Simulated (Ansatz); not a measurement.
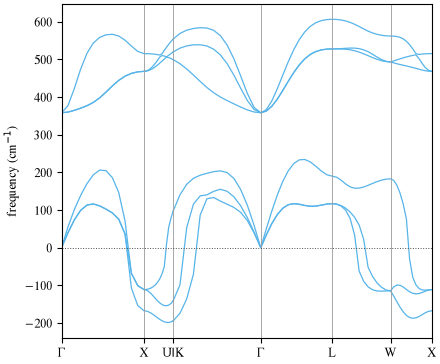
Fig. 1. Phonon dispersion of VN (rock salt, Fm-3m), the program Ansatz at the PBE level (PAW); imaginary frequencies are drawn negative

Problem. Is this phase dynamically stable?

Solution. No: a branch reaches about 200i cm⁻¹ near U.

Problem. How high does the spectrum reach?

Solution. About 610 cm⁻¹ (18.2 THz).

The PBE relaxation kept the symmetry of its start. At this level the phase is dynamically unstable (imaginary phonons). The workflow began spin-polarised and lost its moments. As this level gives no gap, phonon frequencies hold no LO–TO term and depend on the k-mesh and smearing (Fermi–Dirac, 0.1 eV here).

Potentials: the later of the program's two PAW sets.
